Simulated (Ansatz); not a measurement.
| atom | x (Å) | y (Å) | z (Å) |
| --- | --- | --- | --- |
| C | -0.8516 | 0.1661 | -0.1859 |
| B | 0.3330 | 0.4561 | 0.4700 |
| F | 1.4314 | 0.7249 | 1.0782 |
| H | -1.8206 | 0.2846 | 0.3048 |
| H | -0.8608 | -0.1919 | -1.2181 |

Geometry: PBE0-D3(BJ)/def2-SVP.

All numbers below come from isolated molecule in a Gaussian basis; Kohn-Sham density functional theory, functional PBE0 in Ansatz.

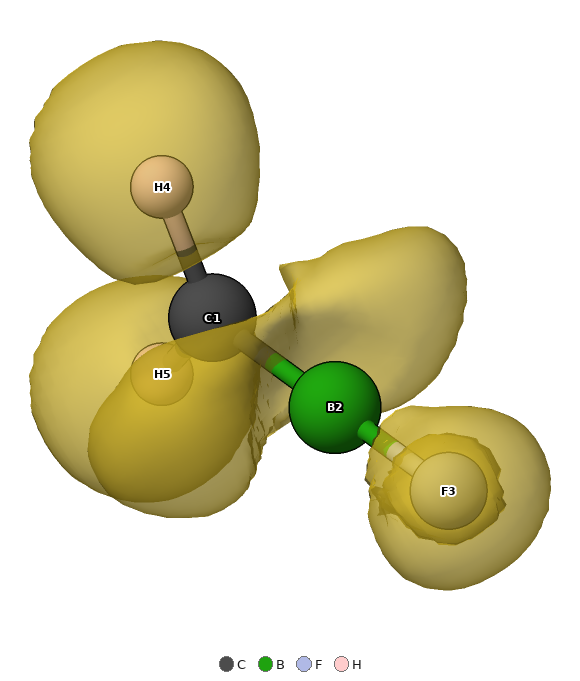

CH2BF (SMILES C=BF). Isosurface of the electron localisation function at 0.8 (yellow), seen at an oblique angle. Core shells and regions of very low density are left out.

Q: What do the ELF domains correspond to?

A: The surface consists of one region between bonded B–C atoms (shared pairs), two regions around hydrogen nuclei and one region on F in which the atom's valence shell and bonds are merged. Profiles from the grid: B–F (1.28 Å): the ELF peaks at about 0.85 between the atoms; a polar covalent bond. C–B (1.38 Å): the ELF peaks at about 0.90 between the atoms, as expected for localised, covalent bonding.
